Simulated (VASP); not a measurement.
## HfPb with r2SCAN: from relaxation to properties

Aim: relax HfPb, then compute properties on the relaxed cell. The steps: relaxing cell and atoms (r2SCAN), second relaxation, density, ELF and potential (r2SCAN), band structure (r2SCAN), total and projected DOS (r2SCAN), vibrations at Γ (r2SCAN) and field gradients at the nuclei (r2SCAN). The cell is invented: it takes the structure of COD entry 9012004, Pb (space group 225 there), with some of its atoms replaced by other elements, volume scaled by an estimate. It may not be a known or stable phase.

Method: r2SCAN; plane waves and PAW (Pb_d, Hf_pv); invented cell, in VASP 6.6.1.

## (1) Set-up

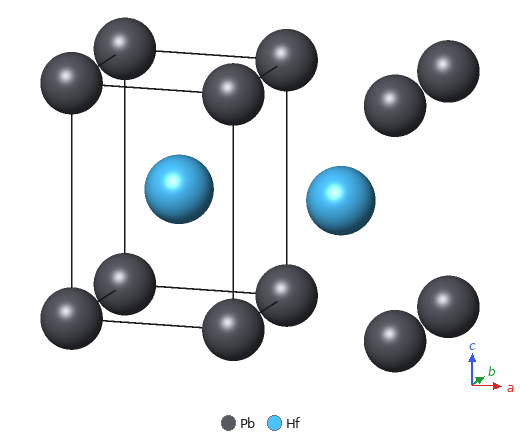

The cell as given, slightly off an axis (lead dark grey, hafnium blue). 2×1×1 cells are drawn. Some periodic images of atoms are drawn too.

Structure file:

```cif
data_structure
_symmetry_space_group_name_H-M 'P 1'
_symmetry_Int_Tables_number 1
_cell_length_a 3.3508
_cell_length_b 3.3508
_cell_length_c 4.7387
_cell_angle_alpha 90.000
_cell_angle_beta 90.000
_cell_angle_gamma 90.000
_cell_volume 53.21
loop_
_atom_site_label
_atom_site_type_symbol
_atom_site_fract_x
_atom_site_fract_y
_atom_site_fract_z
_atom_site_occupancy
Pb1 Pb 0.00000 0.00000 0.00000 1
Hf2 Hf 0.50000 0.50000 0.50000 1
```

## (2) Relaxing cell and atoms (r2SCAN)

Properties are meant for the cell that this level of theory prefers, so cell and atoms are relaxed first (ISIF = 3) until forces and stress are small; EDIFFG sets the threshold. r2SCAN adds the kinetic-energy density, costs more than a GGA and is run with LASPH.

The input, INCAR:

```
SYSTEM = HfPb
PREC = Accurate
ENCUT = 400
EDIFF = 1E-06
NELM = 100
ISMEAR = 0
SIGMA = 0.05
LREAL = .FALSE.
ALGO = Normal
METAGGA = R2SCAN
LASPH = .TRUE.
LORBIT = 11
LWAVE = .FALSE.
LCHARG = .FALSE.
IBRION = 2
NSW = 60
ISIF = 3
EDIFFG = -0.01
```

The input, POSCAR:

```
HfPb
1.0
    3.3508010000      0.0000000000      0.0000000000
    0.0000000000      3.3508010000      0.0000000000
    0.0000000000      0.0000000000      4.7387480000
Pb Hf
1 1
Direct
    0.0000000000      0.0000000000      0.0000000000
    0.5000000000      0.5000000000      0.5000000000
```

The input, KPOINTS:

```
Automatic mesh
0
Gamma
8 8 6
0 0 0
```

Potentials, in the order of the species: Pb_d and Hf_pv (PBE family, release 64).

The run is started by

```console
$ mpirun -np 1 vasp_std
```

Output:

```text
[banner, memory and clock lines left out]
running    1 mpi-ranks, on    1 nodes
 distrk:  each k-point on    1 cores,    1 groups
 distr:  one band on    1 cores,    1 groups

 POSCAR found type information on POSCAR PbHf
 POSCAR found :  2 types and       2 ions
|                                                                             |
|               ----> ADVICE to this user running VASP <----                  |
|                                                                             |
|     You enforced a specific xc type in the INCAR file but a different       |
|     [... a line on the potential file left out ...]
|     I HOPE YOU KNOW WHAT YOU ARE DOING!                                     |
|                                                                             |

 LDA part: xc-table for (None), standard interpolation
 POSCAR, INCAR and KPOINTS ok, starting setup
 FFT: planning ... GRIDC
 FFT: planning ... GRID_SOFT
 FFT: planning ... GRID
 WAVECAR not read
 entering main loop
       N       E                     dE             d eps       ncg     rms          rms(c)
DAV:   1     0.593973639888E+02    0.59397E+02   -0.11601E+04  1928   0.138E+03
DAV:   2    -0.986634802403E+02   -0.15806E+03   -0.15587E+03  1976   0.360E+02
DAV:   3    -0.107576027759E+03   -0.89125E+01   -0.88172E+01  2760   0.824E+01
DAV:   4    -0.107730980746E+03   -0.15495E+00   -0.15492E+00  2232   0.131E+01
DAV:   5    -0.107736934108E+03   -0.59534E-02   -0.59533E-02  2896   0.228E+00    0.296E+01
DAV:   6    -0.100976125020E+03    0.67608E+01   -0.29885E+00  2376   0.234E+01    0.175E+01
DAV:   7    -0.101044677446E+03   -0.68552E-01   -0.62140E-01  2648   0.467E+00    0.467E+00
DAV:   8    -0.101044946582E+03   -0.26914E-03   -0.94643E-02  2544   0.218E+00    0.100E+00
DAV:   9    -0.101043152696E+03    0.17939E-02   -0.62191E-03  2112   0.559E-01    0.334E-01
DAV:  10    -0.101043375112E+03   -0.22242E-03   -0.12220E-03  2440   0.242E-01    0.157E-01
DAV:  11    -0.101043372791E+03    0.23215E-05   -0.30960E-05  2264   0.432E-02    0.373E-02
DAV:  12    -0.101043385383E+03   -0.12592E-04   -0.31631E-05  2216   0.496E-02    0.301E-02
DAV:  13    -0.101043385434E+03   -0.50994E-07   -0.10440E-06  1744   0.980E-03
   1 F= -.10104339E+03 E0= -.10104299E+03  d E =-.101043E+03
 curvature:   0.00 expect dE= 0.000E+00 dE for cont linesearch  0.000E+00
 trial: gam= 0.00000 g(F)=  0.000E+00 g(S)=  0.691E+00 ort = 0.000E+00 (trialstep = 0.100E+01)
 search vector abs. value=  0.691E+00
 bond charge predicted
       N       E                     dE             d eps       ncg     rms          rms(c)
DAV:   1    -0.113115080909E+03   -0.12072E+02   -0.30237E+02  2376   0.234E+02    0.291E+01
DAV:   2    -0.102334799171E+03    0.10780E+02   -0.29756E+01  2184   0.131E+02    0.717E+00
DAV:   3    -0.101146233145E+03    0.11886E+01   -0.49319E+00  2512   0.286E+01    0.245E+00
DAV:   4    -0.101108343623E+03    0.37890E-01   -0.33220E-01  2824   0.691E+00    0.191E+00
DAV:   5    -0.101116097996E+03   -0.77544E-02   -0.13529E-02  2672   0.141E+00    0.119E+00
DAV:   6    -0.101125663391E+03   -0.95654E-02   -0.24174E-02  2368   0.150E+00    0.244E-01
DAV:   7    -0.101125886914E+03   -0.22352E-03   -0.12928E-03  2536   0.351E-01    0.832E-02
DAV:   8    -0.101125863706E+03    0.23208E-04   -0.85667E-05  2424   0.124E-01    0.693E-02
DAV:   9    -0.101125863782E+03   -0.76142E-07   -0.11445E-05  2808   0.415E-02    0.193E-02
DAV:  10    -0.101125864993E+03   -0.12112E-05   -0.81410E-07  1088   0.938E-03    0.109E-02
DAV:  11    -0.101125864890E+03    0.10310E-06   -0.16649E-07  1064   0.708E-03
   2 F= -.10112586E+03 E0= -.10112542E+03  d E =-.824795E-01
[... from here on, the cycles between the ionic steps are left out ...]
   3 F= -.10126230E+03 E0= -.10126138E+03  d E =-.218917E+00
   4 F= -.10126234E+03 E0= -.10126143E+03  d E =-.218952E+00
   5 F= -.10127734E+03 E0= -.10127664E+03  d E =-.150011E-01
   6 F= -.10128981E+03 E0= -.10128909E+03  d E =-.274704E-01
   7 F= -.10128986E+03 E0= -.10128917E+03  d E =-.275177E-01
   8 F= -.10128988E+03 E0= -.10128918E+03  d E =-.275405E-01
   9 F= -.10128931E+03 E0= -.10128859E+03  d E =0.564209E-03
 trial-energy change:    0.000564  1 .order    0.000482   -0.001640    0.002604
 step:   0.4538(harm=  0.4876)  dis= 0.00000  next Energy=  -101.290169 (dE=-0.291E-03)
 bond charge predicted
       N       E                     dE             d eps       ncg     rms          rms(c)
DAV:   1    -0.101302376403E+03   -0.13063E-01   -0.39012E-01  2408   0.105E+01    0.984E-01
DAV:   2    -0.101292039576E+03    0.10337E-01   -0.24405E-02  2384   0.266E+00    0.257E-01
DAV:   3    -0.101290238437E+03    0.18011E-02   -0.50395E-03  2496   0.107E+00    0.651E-02
DAV:   4    -0.101290152250E+03    0.86187E-04   -0.42036E-04  2672   0.278E-01    0.678E-02
DAV:   5    -0.101290161170E+03   -0.89202E-05   -0.29700E-05  2728   0.582E-02    0.164E-02
DAV:   6    -0.101290164647E+03   -0.34762E-05   -0.61116E-06  1552   0.164E-02    0.802E-03
DAV:   7    -0.101290163931E+03    0.71556E-06   -0.47968E-07   960   0.101E-02
  10 F= -.10129016E+03 E0= -.10128946E+03  d E =-.285982E-03
 curvature:  -0.24 expect dE=-0.486E-06 dE for cont linesearch -0.416E-06
 trial: gam=-0.03532 g(F)=  0.129E-65 g(S)=  0.199E-05 ort = 0.471E-04 (trialstep = 0.110E+01)
 search vector abs. value=  0.289E-06
 reached required accuracy - stopping structural energy minimisation
```

Wall time 15 min (1 MPI rank of AMD EPYC 7R43, shared host); peak memory 0.17 GiB.

Lines that name or quote the potential files are left out of all logs, and their timing lines are given in words.

OUTCAR, selected parts (step 2):

```text
ion  position               nearest neighbor table
   1  0.000  0.000  0.000-   2 3.35   2 3.35   2 3.35   2 3.35   2 3.35   2 3.35   2 3.35   2 3.35

  LATTYP: Found a simple tetragonal cell.
 ALAT       =     3.3508010000
 C/A-ratio  =     1.4142134970

 Subroutine GETGRP returns: Found 16 space group operations
 (whereof 16 operations were pure point group operations)

The static configuration has the point symmetry D_4h.

 Found     60 irreducible k-points:

   k-points           NKPTS =     60   k-points in BZ     NKDIM =     60   number of bands    NBANDS=     16

   dimension x,y,z NGX =    24 NGY =   24 NGZ =   32
   dimension x,y,z NGXF=    48 NGYF=   48 NGZF=   64

   ENCUT  =  400.0 eV  29.40 Ry    5.42 a.u.   5.46  5.46  7.73*2*pi/ulx,y,z

   NELECT =      24.0000    total number of electrons

 k-points in reciprocal lattice and weights: Automatic mesh
   0.00000000  0.00000000  0.00000000       0.003
   0.12500000  0.00000000  0.00000000       0.010
   0.25000000  0.00000000  0.00000000       0.010
   0.37500000  0.00000000  0.00000000       0.010
   0.50000000  0.00000000  0.00000000       0.005
   0.12500000  0.12500000  0.00000000       0.010
   0.25000000  0.12500000  0.00000000       0.021
   0.37500000  0.12500000  0.00000000       0.021
   0.50000000  0.12500000  0.00000000       0.010
[...]
0.50000000  0.37500000  0.50000000       0.010
   0.50000000  0.50000000  0.50000000       0.003

 average (electrostatic) potential at core
       1 -95.6690       2 -41.0479

 E-fermi :   7.8801

 k-point     1 :       0.0000    0.0000    0.0000
  band No.  band energies     occupation
    ...
      8      -9.6698      2.00000
      9      -4.6872      2.00000
     10       5.5531      2.00000
     11       6.2915      2.00000
     12       6.4134      2.00000
     13      10.6181      0.00000
     14      10.6181      0.00000
     15      11.7102      0.00000
     16      11.7903      0.00000

 k-point     2 :       0.1250    0.0000    0.0000
  band No.  band energies     occupation
    ...
      8      -9.6927      2.00000
      9      -4.4252      2.00000
     10       5.7833      2.00000
     11       6.1148      2.00000
     12       6.3705      2.00000
     13       9.4286      0.00000
     14      10.6314      0.00000
     15      10.8307      0.00000
     16      10.8547      0.00000

 k-point     3 :       0.2500    0.0000    0.0000
  band No.  band energies     occupation
    ...
      8      -9.7084      2.00000
      9      -3.6534      2.00000
     10       5.0316      2.00000
     11       5.6983      2.00000
     12       6.2455      2.00000
     13       8.9396      0.00000
     14       9.9050      0.00000
     15      10.6639      0.00000
     16      11.6228      0.00000

  Total        0.0039521      0.0039521      0.0071705      0.0000000      0.0000000     -0.0000000
  in kB        0.1365007      0.1365007      0.2476597      0.0000000      0.0000000     -0.0000000
  external PRESSURE =       0.1735537 kB  Pullay stress =       0.0000000 kB

  energy-cutoff  :      400.00
  volume of cell :       46.39
      direct lattice vectors                 reciprocal lattice vectors
     3.289143627  0.000000000  0.000000000     0.304030506  0.000000000  0.000000000
     0.000000000  3.289143627 -0.000000000     0.000000000  0.304030506  0.000000000
     0.000000000 -0.000000000  4.287853895     0.000000000  0.000000000  0.233216902

 POSITION                                       TOTAL-FORCE (eV/Angst)
 -----------------------------------------------------------------------------------
      0.00000      0.00000      0.00000         0.000000     -0.000000      0.000000
      1.64457      1.64457      2.14393         0.000000      0.000000      0.000000
 -----------------------------------------------------------------------------------
    total drift:                                0.000000      0.000000     -0.000000

  FREE ENERGIE OF THE ION-ELECTRON SYSTEM (eV)
  ---------------------------------------------------
  free  energy   TOTEN  =      -101.2901639311 eV

  energy  without entropy=     -101.2887606600  energy(sigma->0) =     -101.28946230

 reached required accuracy - stopping structural energy minimisation

 total charge
# of ion       s       p       d       tot
------------------------------------------
    1        1.251   1.121   9.809  12.181
    2        0.320   6.276   1.548   8.144
--------------------------------------------------
tot          1.570   7.397  11.357  20.325

[... 3 further parts left out ...]
```

CONTCAR:

```
HfPb
   1.00000000000000
     3.2891436265490630    0.0000000000000000    0.0000000000000000
     0.0000000000000000    3.2891436265490630   -0.0000000000000000
     0.0000000000000000   -0.0000000000000000    4.2878538950347114
  Pb              Hf
     1     1
Direct
     0.0000000000000000    0.0000000000000000    0.0000000000000000
     0.5000000000000000    0.5000000000000000    0.5000000000000000
```

The k-mesh is coarse for a metal. Harder data sets than Hf_pv exist (the GW ones), and pressures, volumes and forces can shift noticeably with them. The PAW data sets were made with PBE, which is usual practice but a small mismatch for other functionals. After so large a change of volume the plane waves of the start cell no longer fit, so the final stress carries a basis-set error. The run keeps the 16 symmetry operations of its start, so it cannot find a distortion of lower symmetry.

Relaxation path:

| step | energy less that of the first step (eV) | largest force (eV/Å) | pressure (GPa) | volume (Å³) |
| --- | --- | --- | --- | --- |
| 1 | 0.0000 | 0.0000 | -9.24 | 53.21 |
| 2 | -0.0825 | 0.0000 | 11.43 | 42.24 |
| 3 | -0.2189 | 0.0000 | 0.05 | 46.61 |
| 4 | -0.2190 | 0.0000 | 0.30 | 46.48 |
| 5 | -0.2340 | 0.0000 | 0.36 | 46.39 |
| 6 | -0.2464 | 0.0000 | 0.44 | 46.20 |
| 7 | -0.2465 | 0.0000 | 0.45 | 46.18 |
| 8 | -0.2465 | 0.0000 | 0.46 | 46.19 |
| 9 | -0.2459 | 0.0000 | -0.73 | 46.75 |
| 10 | -0.2468 | 0.0000 | 0.02 | 46.39 |

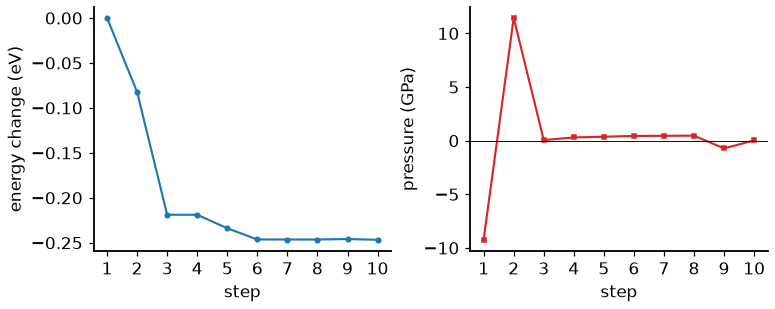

Energy and pressure along the relaxation.

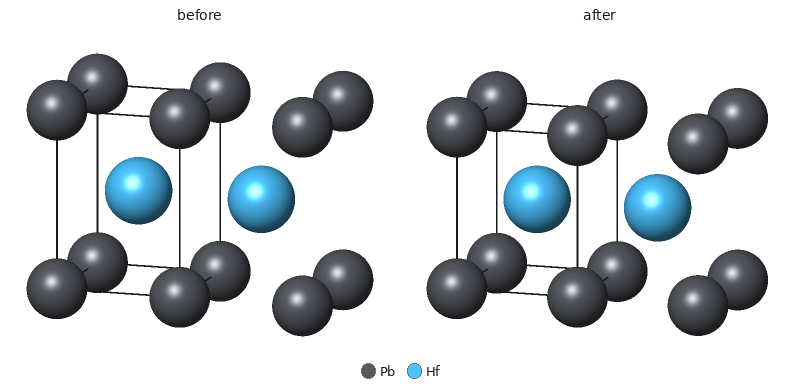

Before and after, at one scale.

| conventional cell, symmetrised | before | after | change |
| --- | --- | --- | --- |
| a (Å) | 3.351 | 3.289 | -1.8 % |
| b (Å) | 3.351 | 3.289 | -1.8 % |
| c (Å) | 4.739 | 4.288 | -9.5 % |
| volume (Å³/atom) | 26.60 | 23.19 | -12.8 % |

Final coordinates:

```
Pb Hf
1.0
     3.28914    0.00000    0.00000
     0.00000    3.28914    0.00000
     0.00000    0.00000    4.28785
Pb Hf
1 1
Direct
  0.00000 0.00000 0.00000
  0.50000 0.50000 0.50000
```

Numbers from this step:

* electrons: 24
* bands: 16
* irreducible k-points: 60
* symmetry operations: 16
* free energy (TOTEN): -101.2902 eV
* energy at zero smearing: -101.2895 eV
* Fermi energy: 7.880 eV
* pressure: 0.01736 GPa
* metallic: yes
* SCF cycles over all ionic steps: 78

It ends with forces that vanish by symmetry and a pressure of 0.02 GPa.

## (3) Second relaxation

The basis stayed that of the start cell while the cell moved. A rerun from the cell reached resets it; the error of the finite cutoff stays.

INCAR is that of step 2.

The input, POSCAR:

```
HfPb
1.0
    3.2891436265      0.0000000000      0.0000000000
    0.0000000000      3.2891436265      0.0000000000
    0.0000000000      0.0000000000      4.2878538950
Pb Hf
1 1
Direct
    0.0000000000      0.0000000000      0.0000000000
    0.5000000000      0.5000000000      0.5000000000
```

KPOINTS is that of step 2.

The run is started by

```console
$ mpirun -np 1 vasp_std
```

Output:

```text
[banner, memory and clock lines left out]
running    1 mpi-ranks, on    1 nodes
 distrk:  each k-point on    1 cores,    1 groups
 distr:  one band on    1 cores,    1 groups

 POSCAR found type information on POSCAR PbHf
 POSCAR found :  2 types and       2 ions
 [... a notice as in an earlier step ...]

 LDA part: xc-table for (None), standard interpolation
 POSCAR, INCAR and KPOINTS ok, starting setup
 FFT: planning ... GRIDC
 FFT: planning ... GRID_SOFT
 FFT: planning ... GRID
 WAVECAR not read
 entering main loop
       N       E                     dE             d eps       ncg     rms          rms(c)
DAV:   1     0.605565915241E+02    0.60557E+02   -0.11725E+04  1920   0.143E+03
DAV:   2    -0.994932759421E+02   -0.16005E+03   -0.15798E+03  1976   0.368E+02
DAV:   3    -0.107608069811E+03   -0.81148E+01   -0.80614E+01  2728   0.823E+01
DAV:   4    -0.107744870554E+03   -0.13680E+00   -0.13677E+00  2176   0.122E+01
DAV:   5    -0.107750248106E+03   -0.53776E-02   -0.53774E-02  2904   0.219E+00    0.362E+01
DAV:   6    -0.101241969837E+03    0.65083E+01   -0.24451E+00  2432   0.240E+01    0.206E+01
DAV:   7    -0.101291762960E+03   -0.49793E-01   -0.61072E-01  2600   0.486E+00    0.465E+00
DAV:   8    -0.101289362376E+03    0.24006E-02   -0.65137E-02  2480   0.225E+00    0.692E-01
DAV:   9    -0.101287976796E+03    0.13856E-02   -0.67159E-03  2480   0.513E-01    0.221E-01
DAV:  10    -0.101288033647E+03   -0.56851E-04   -0.84739E-04  2296   0.271E-01    0.531E-02
DAV:  11    -0.101288049033E+03   -0.15386E-04   -0.40307E-05  2368   0.524E-02    0.207E-02
DAV:  12    -0.101288054109E+03   -0.50766E-05   -0.10642E-05  2384   0.363E-02    0.740E-03
DAV:  13    -0.101288053973E+03    0.13592E-06   -0.50944E-07  1248   0.968E-03
   1 F= -.10128805E+03 E0= -.10128735E+03  d E =-.101288E+03
 curvature:   0.00 expect dE= 0.000E+00 dE for cont linesearch  0.000E+00
 trial: gam= 0.00000 g(F)=  0.000E+00 g(S)=  0.129E-04 ort = 0.000E+00 (trialstep = 0.100E+01)
 search vector abs. value=  0.129E-04
 reached required accuracy - stopping structural energy minimisation
```

Elapsed: 2.3 min, on 1 MPI rank; peak memory 0.13 GiB.

From OUTCAR (step 3):

```text
  LATTYP: Found a simple tetragonal cell.
 ALAT       =     3.2891436265
 C/A-ratio  =     1.3036383880

The static configuration has the point symmetry D_4h.

 Found     60 irreducible k-points:

   dimension x,y,z NGX =    24 NGY =   24 NGZ =   28
   dimension x,y,z NGXF=    48 NGYF=   48 NGZF=   56

   ENCUT  =  400.0 eV  29.40 Ry    5.42 a.u.   5.36  5.36  6.99*2*pi/ulx,y,z

   NELECT =      24.0000    total number of electrons

 E-fermi :   7.8801

 k-point     1 :       0.0000    0.0000    0.0000
  band No.  band energies     occupation
    ...
      8      -9.6693      2.00000
      9      -4.6872      2.00000
     10       5.5531      2.00000
     11       6.2920      2.00000
     12       6.4135      2.00000
     13      10.6183      0.00000
     14      10.6183      0.00000
     15      11.7104      0.00000
     16      11.7107      0.00000

 k-point     2 :       0.1250    0.0000    0.0000
  band No.  band energies     occupation
    ...
      8      -9.6923      2.00000
      9      -4.4253      2.00000
     10       5.7833      2.00000
     11       6.1151      2.00000
     12       6.3706      2.00000
     13       9.4286      0.00000
     14      10.6315      0.00000
     15      10.8308      0.00000
     16      10.8548      0.00000

  Total       -0.0127508     -0.0127508     -0.0144831      0.0000000      0.0000000      0.0000000
  in kB       -0.4403933     -0.4403933     -0.5002257      0.0000000      0.0000000      0.0000000
  external PRESSURE =      -0.4603375 kB  Pullay stress =       0.0000000 kB

  energy-cutoff  :      400.00
  volume of cell :       46.39
      direct lattice vectors                 reciprocal lattice vectors
     3.289143627  0.000000000  0.000000000     0.304030506  0.000000000  0.000000000
     0.000000000  3.289143627  0.000000000     0.000000000  0.304030506  0.000000000
     0.000000000  0.000000000  4.287853895     0.000000000  0.000000000  0.233216902

 POSITION                                       TOTAL-FORCE (eV/Angst)
 -----------------------------------------------------------------------------------
      0.00000      0.00000      0.00000         0.000000      0.000000      0.000000
      1.64457      1.64457      2.14393         0.000000      0.000000      0.000000
 -----------------------------------------------------------------------------------
    total drift:                                0.000000      0.000000     -0.000000

  FREE ENERGIE OF THE ION-ELECTRON SYSTEM (eV)
  ---------------------------------------------------
  free  energy   TOTEN  =      -101.2880539733 eV

  energy  without entropy=     -101.2866510984  energy(sigma->0) =     -101.28735254

 total charge
# of ion       s       p       d       tot
------------------------------------------
    1        1.251   1.121   9.809  12.181
    2        0.320   6.275   1.548   8.144
--------------------------------------------------
tot          1.570   7.397  11.358  20.325

[... 4 parts as in an earlier step ...]

[... 6 further parts left out ...]
```

CONTCAR:

```
HfPb
   1.00000000000000
     3.2891436265000000    0.0000000000000000    0.0000000000000000
     0.0000000000000000    3.2891436265000000    0.0000000000000000
     0.0000000000000000    0.0000000000000000    4.2878538949999996
  Pb              Hf
     1     1
Direct
     0.0000000000000000    0.0000000000000000    0.0000000000000000
     0.5000000000000000    0.5000000000000000    0.5000000000000000
```

Little changed from the start: no atom moved by 0.005 Å and no cell edge by 0.1 %.

This step gave:

```yaml
free_energy_toten: -101.2881 eV
energy_at_zero_smearing: -101.2874 eV
pressure: -0.04603 GPa
scf_cycles_over_all_ionic_steps: 13
```

It ends with forces that vanish by symmetry and a pressure of -0.05 GPa. The volume moved by under 0.01 %: the run met its threshold at the first step.

(Part 1 of 2 ends here.)

[Lines on the potential files, build, host, timing and source positions are cut from VASP's logs without a mark.]

[Logs are printed without paths, hosts, clocks, repeated set-up lines and the standing remarks that a program may print on its own settings, such as how far it seeks lower states.]

[Hosts, paths, dates, database ids (printed as entryN), source tags and the programs' standing remarks are cut or masked in the printed files.]

[A measured line is paired with the nearest computed mode of its activity, which favours agreement.]
